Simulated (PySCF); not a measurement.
**Geometry relaxation, with input and output: C3H2O2 (part 2 of 2)**

Continued. System: C3H2O2, SMILES C#COC=O. Method: HF/jun-cc-pV(D+d)Z, RHF (PySCF 2.14.0). The geometry: force field.

### What the program printed, continued
```
----------------------------------------------
cycle 9: E = -264.428602382  dE = -8.06629e-05  norm(grad) = 0.00221877
Step    8 : Displace = 3.168e-03/4.770e-03 (rms/max) Trust = 3.232e-03 (-) Grad = 8.386e-04/1.424e-03 (rms/max) E (change) = -264.4286023817 (-8.066e-05) Quality = 1.030
Hessian Eigenvalues: 2.30005e-02 4.99974e-02 5.00000e-02 ... 1.04346e+00 1.06852e+00 1.22190e+00

Geometry optimization cycle 10
Cartesian coordinates (Angstrom)
 Atom        New coordinates             dX        dY        dZ
   C  -1.074882  -0.022502   1.584391   -0.000322  0.001183 -0.000710
   C  -0.146687  -0.001953   0.846037    0.000525 -0.000378  0.000221
   O   0.921371   0.016588   0.087000    0.000440  0.000864  0.000317
   C   0.768677  -0.004618  -1.261524   -0.000536  0.001891  0.000445
   O  -0.254338  -0.038686  -1.825432    0.000080  0.000156  0.000410
   H  -1.913667  -0.033182   2.235668    0.000413 -0.001492 -0.000644
   H   1.760826   0.016353  -1.711840   -0.000600 -0.002224 -0.000039
converged SCF energy = -264.428608952367
--------------- DFRHF_Scanner gradients ---------------
         x                y                z
0 C     0.0000323876    -0.0004929904     0.0002297834
1 C    -0.0000823538     0.0004560950    -0.0002233337
2 O     0.0001369327    -0.0001113265     0.0001199954
3 C    -0.0002414836    -0.0001026308     0.0000592760
4 O     0.0001037442     0.0000308605    -0.0000793589
5 H     0.0000382479     0.0001808864    -0.0001083433
6 H     0.0000125251     0.0000391058     0.0000019811
----------------------------------------------
cycle 10: E = -264.428608952  dE = -6.57065e-06  norm(grad) = 0.000863192
Step    9 : Displace = 1.504e-03/2.287e-03 (rms/max) Trust = 4.571e-03 (+) Grad = 3.263e-04/5.449e-04 (rms/max) E (change) = -264.4286089524 (-6.571e-06) Quality = 1.243
Hessian Eigenvalues: 2.29223e-02 4.99722e-02 5.00000e-02 ... 1.03150e+00 1.16086e+00 1.22614e+00

Geometry optimization cycle 11
Cartesian coordinates (Angstrom)
 Atom        New coordinates             dX        dY        dZ
   C  -1.075209  -0.021073   1.583787   -0.000328  0.001429 -0.000604
   C  -0.146251  -0.002678   0.846344    0.000435 -0.000724  0.000307
   O   0.921645   0.016634   0.087074    0.000275  0.000046  0.000074
   C   0.768681  -0.004126  -1.261459    0.000004  0.000492  0.000065
   O  -0.254479  -0.038607  -1.824800   -0.000141  0.000079  0.000632
   H  -1.913740  -0.034140   2.235511   -0.000072 -0.000958 -0.000157
   H   1.760653   0.015990  -1.712156   -0.000173 -0.000363 -0.000317
converged SCF energy = -264.428610906959
--------------- DFRHF_Scanner gradients ---------------
         x                y                z
0 C     0.0000336558    -0.0002264654     0.0000885625
1 C    -0.0000430082     0.0001999675    -0.0001092624
2 O     0.0000665273    -0.0000896997     0.0000576785
3 C    -0.0003747253     0.0001359903    -0.0001128227
4 O     0.0003312783    -0.0000456627     0.0001150620
5 H    -0.0000071771     0.0000825062    -0.0000264389
6 H    -0.0000065507    -0.0000566362    -0.0000127790
----------------------------------------------
cycle 11: E = -264.428610907  dE = -1.95459e-06  norm(grad) = 0.000661452
Step   10 : Displace = 8.660e-04/1.632e-03 (rms/max) Trust = 6.465e-03 (+) Grad = 2.500e-04/4.143e-04 (rms/max) E (change) = -264.4286109070 (-1.955e-06) Quality = 1.349
Hessian Eigenvalues: 2.30261e-02 4.97536e-02 5.00000e-02 ... 1.05493e+00 1.15468e+00 1.22395e+00

Geometry optimization cycle 12
Cartesian coordinates (Angstrom)
 Atom        New coordinates             dX        dY        dZ
   C  -1.075425  -0.019911   1.583317   -0.000216  0.001162 -0.000470
   C  -0.145869  -0.003363   0.846593    0.000382 -0.000685  0.000250
   O   0.921880   0.016305   0.087132    0.000235 -0.000328  0.000058
   C   0.768697  -0.004206  -1.261375    0.000016 -0.000080  0.000084
   O  -0.254810  -0.038646  -1.824335   -0.000331 -0.000039  0.000466
   H  -1.913727  -0.034582   2.235232    0.000012 -0.000442 -0.000279
   H   1.760555   0.016402  -1.712264   -0.000098  0.000412 -0.000107
converged SCF energy = -264.428611524111
--------------- DFRHF_Scanner gradients ---------------
         x                y                z
0 C    -0.0000397924    -0.0000264409     0.0000412523
1 C     0.0000039133     0.0000188768    -0.0000314928
2 O     0.0000085299    -0.0000253401     0.0000279702
3 C    -0.0000901457     0.0000939594    -0.0000691174
4 O     0.0000829153    -0.0000321150     0.0000530242
5 H     0.0000358533     0.0000090580    -0.0000284050
6 H    -0.0000012736    -0.0000379982     0.0000067685
----------------------------------------------
cycle 12: E = -264.428611524  dE = -6.17152e-07  norm(grad) = 0.000207269
```

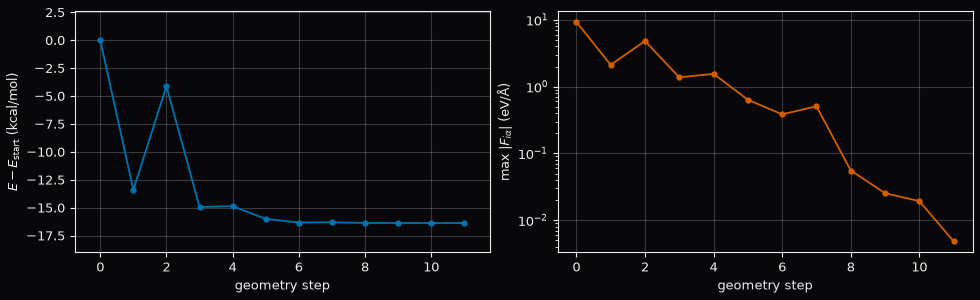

Figure 1. Progress of the relaxation, step by step (steps are counted from 0).

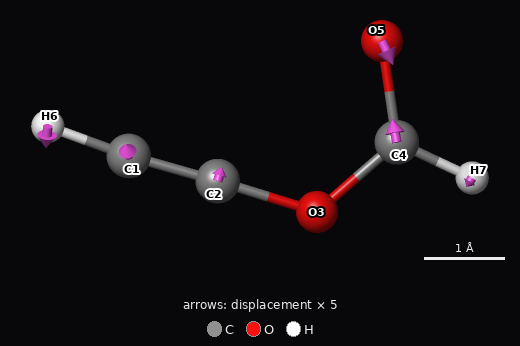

Figure 2. The starting structure with the displacements as pink arrows, magnified 5 times (ball-and-stick view, seen at a tilt). The two geometries are laid on each other by the best rigid fit. The atom that moves furthest after the best rigid fit is O5 (0.067 Å). By element the largest moves are O 0.067 Å, H 0.063 Å, C 0.060 Å. Distances before and after: C4–O5 1.292 → 1.169 Å, C1–H6 1.098 → 1.062 Å, C4–H7 1.056 → 1.090 Å, O3–C4 1.335 → 1.357 Å. Among the angles that change: C2–C1–H6 173.0° → 179.5°, O3–C4–H7 113.6° → 107.9°, O5–C4–H7 123.8° → 126.8°. Over 11 geometry steps the energy falls by 16.4 kcal/mol. The largest force component goes from 9.3 to 0.0048 eV/Å. (Atoms are counted from 1 in the order of the input.)

```
Step   11 : Displace = 6.822e-04/1.293e-03 (rms/max) Trust = 9.143e-03 (+) Grad = 7.834e-05/1.474e-04 (rms/max) E (change) = -264.4286115241 (-6.172e-07) Quality = 1.136
Hessian Eigenvalues: 2.30261e-02 4.97536e-02 5.00000e-02 ... 1.05493e+00 1.15468e+00 1.22395e+00
Converged! =D

converged: True
C          -1.07542512       -0.01991129        1.58331664
C          -0.14586945       -0.00336270        0.84659350
O           0.92188018        0.01630507        0.08713158
C           0.76869668       -0.00420557       -1.26137547
O          -0.25480985       -0.03864575       -1.82433480
H          -1.91372746       -0.03458154        2.23523211
H           1.76055503        0.01640178       -1.71226357
converged SCF energy = -264.428611524157
E(HF) = -264.428611524
```

### Trajectory as extended XYZ (Å, eV, eV/Å), 12 frames, from step=0 to step=11
```
7
Properties=species:S:1:pos:R:3:forces:R:3 step=0 energy=-7194.75940
C    -1.0428   -0.0563    1.5946   -3.1590   0.2492   2.1348
C    -0.1240    0.0003    0.8762    1.8182  -0.0807  -1.9233
O     0.9337    0.0213    0.0952    0.6341   0.0977  -0.2072
C     0.8222    0.0064   -1.2355   -9.3202  -0.5651  -2.8255
O    -0.3202   -0.0463   -1.8377    7.6120   0.4153   3.8001
H    -1.9587   -0.0087    2.1991    1.2806  -0.2011  -0.6532
H     1.7511    0.0153   -1.7376    1.1343   0.0848  -0.3257
7
Properties=species:S:1:pos:R:3:forces:R:3 step=1 energy=-7195.34071
C    -1.0627   -0.0392    1.6066    0.3928   0.1860  -0.4385
C    -0.1458    0.0027    0.8529   -0.2900  -0.1654   0.3776
O     0.9116    0.0138    0.0772   -0.7732  -0.0961   1.0580
C     0.7422   -0.0242   -1.2363    1.8058   0.5618  -2.1199
O    -0.2118   -0.0377   -1.9067   -1.2789  -0.2219   0.7694
H    -1.9032   -0.0168    2.2435   -0.2416  -0.0687   0.2507
H     1.7309    0.0334   -1.6829    0.3852  -0.1958   0.1027
7
Properties=species:S:1:pos:R:3:forces:R:3 step=2 energy=-7194.93778
C    -1.0907   -0.0342    1.5439    1.0866   0.1465  -0.8159
C    -0.1477    0.0044    0.8149   -0.2202  -0.1338   0.3216
O     0.9392    0.0198    0.0782    2.6347   0.0366   2.3404
C     0.8122   -0.0157   -1.2513    1.6762   0.3860   2.1858
O    -0.2723   -0.0327   -1.5815   -4.4082  -0.2661  -4.8299
H    -1.9349   -0.0293    2.1673   -0.4456  -0.0420   0.3609
H     1.7556    0.0198   -1.8173   -0.3235  -0.1271   0.4372
7
Properties=species:S:1:pos:R:3:forces:R:3 step=3 energy=-7195.40712
C    -1.0757   -0.0376    1.5772    0.4942   0.1682  -0.4576
C    -0.1453    0.0030    0.8381   -0.1316  -0.1479   0.1402
O     0.9279    0.0167    0.0814    0.6961  -0.0609   1.1732
C     0.7841   -0.0220   -1.2448    0.5173   0.5136   0.0215
O    -0.2564   -0.0357   -1.7506   -1.3788  -0.2277  -1.3694
H    -1.9238   -0.0216    2.2055   -0.2109  -0.0597   0.2131
H     1.7505    0.0291   -1.7525    0.0136  -0.1856   0.2789
7
Properties=species:S:1:pos:R:3:forces:R:3 step=4 energy=-7195.40403
C    -1.0728   -0.0378    1.5879   -0.2595   0.1131   0.1415
C    -0.1497    0.0061    0.8453    0.1814  -0.0547  -0.1924
O     0.9193    0.0319    0.0839    0.1738   0.3901   0.1081
C     0.7790    0.0483   -1.2639   -1.4029  -1.5542  -0.3359
O    -0.2628   -0.0441   -1.8155    1.2166   0.6331   0.3518
H    -1.9202   -0.0394    2.2358    0.1767  -0.0507  -0.1005
H     1.7685   -0.0330   -1.7191   -0.0861   0.5232   0.0273
7
Properties=species:S:1:pos:R:3:forces:R:3 step=5 energy=-7195.45347
C    -1.0716   -0.0323    1.5943   -0.2038   0.0906   0.1046
C    -0.1509    0.0043    0.8487    0.0962  -0.0635  -0.0655
O     0.9149    0.0253    0.0854   -0.2102   0.1661  -0.0869
C     0.7650    0.0175   -1.2634   -0.1332  -0.6366  -0.4305
O    -0.2467   -0.0402   -1.8562    0.3647   0.2564   0.5292
H    -1.9125   -0.0353    2.2476    0.1007  -0.0373  -0.0579
H     1.7632   -0.0073   -1.7020   -0.0145   0.2243   0.0069
7
Properties=species:S:1:pos:R:3:forces:R:3 step=6 energy=-7195.46725
C    -1.0741   -0.0272    1.5841    0.1002   0.0687  -0.1135
C    -0.1471    0.0005    0.8438   -0.0419  -0.0634   0.0871
O     0.9218    0.0171    0.0864    0.0380   0.0440   0.1109
C     0.7684   -0.0017   -1.2594    0.3268  -0.0684   0.0741
O    -0.2529   -0.0393   -1.8185   -0.3846   0.0169  -0.2323
H    -1.9134   -0.0312    2.2319   -0.0626  -0.0250   0.0607
H     1.7585    0.0139   -1.7140    0.0241   0.0271   0.0130
7
Properties=species:S:1:pos:R:3:forces:R:3 step=7 energy=-7195.46664
C    -1.0743   -0.0240    1.5847   -0.0747   0.0438   0.0365
C    -0.1469   -0.0015    0.8459    0.0396  -0.0463  -0.0249
O     0.9218    0.0147    0.0872    0.0297  -0.0284  -0.0564
C     0.7716   -0.0107   -1.2622   -0.5086   0.1618  -0.1082
O    -0.2585   -0.0385   -1.8236    0.4817  -0.0510   0.1911
H    -1.9154   -0.0305    2.2353    0.0471  -0.0153  -0.0270
H     1.7630    0.0224   -1.7130   -0.0148  -0.0646  -0.0111
7
Properties=species:S:1:pos:R:3:forces:R:3 step=8 energy=-7195.46883
C    -1.0746   -0.0237    1.5851   -0.0290   0.0379   0.0027
C    -0.1472   -0.0016    0.8458    0.0177  -0.0373   0.0010
O     0.9209    0.0157    0.0867   -0.0012  -0.0018  -0.0053
C     0.7692   -0.0065   -1.2620   -0.0472   0.0554  -0.0077
O    -0.2544   -0.0388   -1.8258    0.0438  -0.0189   0.0185
H    -1.9141   -0.0317    2.2363    0.0173  -0.0137  -0.0065
H     1.7614    0.0186   -1.7118   -0.0013  -0.0216  -0.0026
7
Properties=species:S:1:pos:R:3:forces:R:3 step=9 energy=-7195.46901
C    -1.0749   -0.0225    1.5844   -0.0017   0.0254  -0.0118
C    -0.1467   -0.0020    0.8460    0.0042  -0.0235   0.0115
O     0.9214    0.0166    0.0870   -0.0070   0.0057  -0.0062
C     0.7687   -0.0046   -1.2615    0.0124   0.0053  -0.0030
O    -0.2543   -0.0387   -1.8254   -0.0053  -0.0016   0.0041
H    -1.9137   -0.0332    2.2357   -0.0020  -0.0093   0.0056
H     1.7608    0.0164   -1.7118   -0.0006  -0.0020  -0.0001
7
Properties=species:S:1:pos:R:3:forces:R:3 step=10 energy=-7195.46907
C    -1.0752   -0.0211    1.5838   -0.0017   0.0116  -0.0046
C    -0.1463   -0.0027    0.8463    0.0022  -0.0103   0.0056
O     0.9216    0.0166    0.0871   -0.0034   0.0046  -0.0030
C     0.7687   -0.0041   -1.2615    0.0193  -0.0070   0.0058
O    -0.2545   -0.0386   -1.8248   -0.0170   0.0023  -0.0059
H    -1.9137   -0.0341    2.2355    0.0004  -0.0042   0.0014
H     1.7607    0.0160   -1.7122    0.0003   0.0029   0.0007
7
Properties=species:S:1:pos:R:3:forces:R:3 step=11 energy=-7195.46908
C    -1.0754   -0.0199    1.5833    0.0020   0.0014  -0.0021
C    -0.1459   -0.0034    0.8466   -0.0002  -0.0010   0.0016
O     0.9219    0.0163    0.0871   -0.0004   0.0013  -0.0014
C     0.7687   -0.0042   -1.2614    0.0046  -0.0048   0.0036
O    -0.2548   -0.0386   -1.8243   -0.0043   0.0017  -0.0027
H    -1.9137   -0.0346    2.2352   -0.0018  -0.0005   0.0015
H     1.7606    0.0164   -1.7123    0.0001   0.0020  -0.0003
```

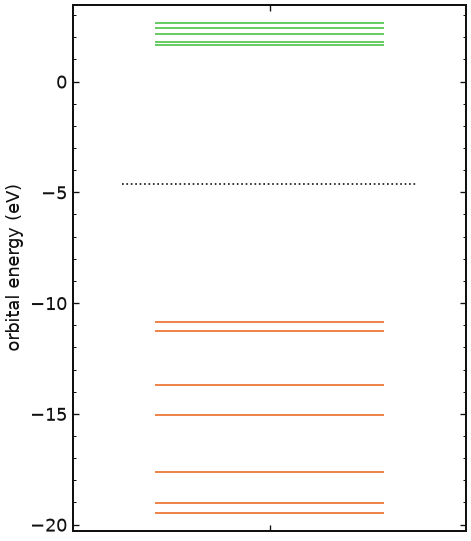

Figure 3. Orbital energies near the frontier; the dotted line parts filled from empty levels, and levels within 0.02 eV of each other stand side by side. Highest filled −10.87 eV, lowest empty 1.65 eV, 12.52 eV apart.

The run was set up as follows.

### Input file (job.py)
```python
from pyscf import gto
from pyscf.geomopt.geometric_solver import kernel as optimise

molecule = gto.M(
    atom='mol.xyz',
    verbose=3,
    basis='jun-cc-pv(d+d)z',
    max_memory=1860,
)

mf = molecule.RHF()
mf = mf.density_fit(auxbasis='def2-universal-jkfit')
converged, mol_eq = optimise(mf, maxsteps=100)
print('converged:', converged)
print(mol_eq.tostring())

mf.reset(mol_eq)
molecule = mol_eq
mf.kernel()
energy = mf.e_tot
print('E(%s) = %.9f' % ('HF', energy))
```

### File mol.xyz
```
7

C     -1.042800    -0.056300     1.594600
C     -0.124000     0.000300     0.876200
O      0.933700     0.021300     0.095200
C      0.822200     0.006400    -1.235500
O     -0.320200    -0.046300    -1.837700
H     -1.958700    -0.008700     2.199100
H      1.751100     0.015300    -1.737600
```

Command:
```bash
OMP_NUM_THREADS=1 python job.py
```

### Key numbers

```json
{"quantity": "outcome", "value": "converged"}
{"quantity": "total energy", "value": "−264.428612 hartree"}
{"quantity": "basis functions", "value": "100"}
{"quantity": "HOMO", "value": "−10.87 eV"}
{"quantity": "LUMO", "value": "1.65 eV"}
{"quantity": "dipole moment", "value": "1.62 D"}
{"quantity": "hardware", "value": "1 thread of Arm Neoverse V2, 24 GiB of memory available, shared host"}
{"quantity": "wall time", "value": "17 s"}
{"quantity": "peak memory", "value": "0.26 GiB"}
```
